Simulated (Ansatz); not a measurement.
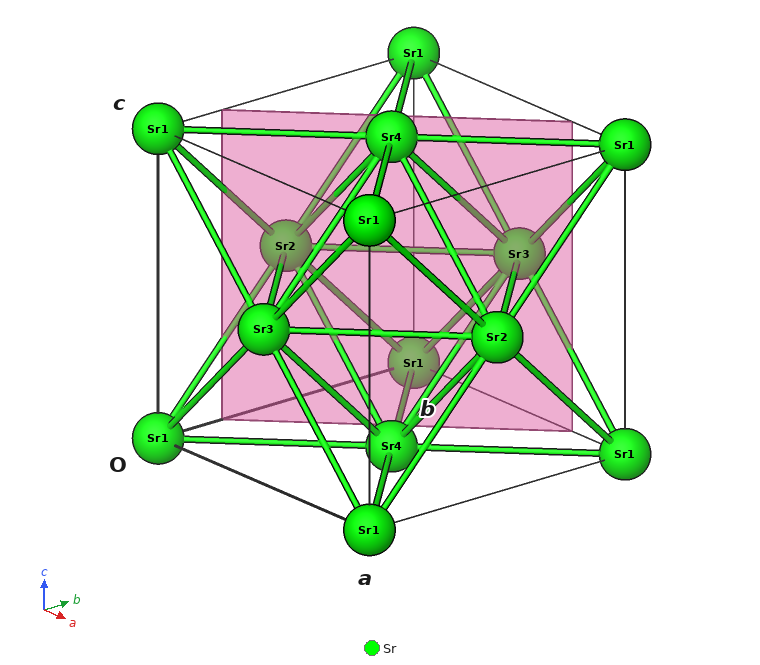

The shaded plane is a symmetry element of the crystal. Crystal: Sr, the input geometry of an electronic-structure calculation (not necessarily at equilibrium). All values are computed from the atomic coordinates in the standard setting (tolerance 0.002 Å).

a = 5.913 Å, b = 5.913 Å, c = 5.913 Å, α = 90.00°, β = 90.00°, γ = 90.00°.

```
atom       x       y       z
 Sr1  0.0000  0.0000  0.0000
 Sr2  0.0000  0.5000  0.5000
 Sr3  0.5000  0.0000  0.5000
 Sr4  0.5000  0.5000  0.0000
```

Is it a mirror or a glide plane, and what is the operation?

Answer. It is a glide plane with glide vector (1/4, 1/4, 1/2), parallel to (1 −1 0), through (3/8, 5/8, 1/2): x, y, z → y, x+1/2, z+1/2.

Onto which atom does it carry each atom (up to whole multiples of a, b and c)?

Answer. Sr1 → Sr2, Sr2 → Sr4, Sr3 → Sr1, Sr4 → Sr3.

What is the crystal's space group?

Answer. No. 225, Fm-3m.
